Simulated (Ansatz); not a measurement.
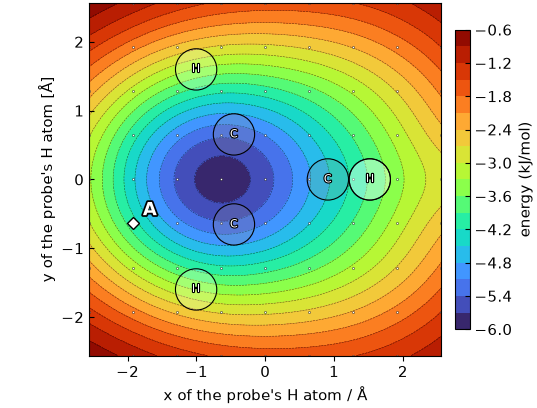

C₃H₄ (SMILES C1=CC1) with the probe H2O. 
- The probe is moved over a plane parallel to the molecule's main plane, 3.43 Å above it.
- The first coordinate is: x of the probe's H atom; the second: y of the probe's H atom.
- Nothing is relaxed (molecule and probe rigid, the probe upright with H nearest the plane).
- The scan uses a 9 × 9 grid; 60 points were computed and 21 follow by symmetry.
- All energies are given in kJ/mol relative to molecule and probe far apart, each relaxed in its own basis (no counterpoise correction).
- Computed with RKS PBE-D4/def2-SVPD (Ansatz 0.2.0).

Drawn: filled contours, dots at the grid points, labelled circles for the molecule's atoms, projected on the plane, the point A. Between grid points the surface is interpolated.

Question: Which way does the force act at A, and how strong is it?

Answer: A, at x of the probe's H atom = −1.92 Å, y of the probe's H atom = −0.64 Å, is not a stationary point. The computed force is 0.021 eV/Å in the plane, pointing up and right in the picture (components 0.017 and 0.012 eV/Å).
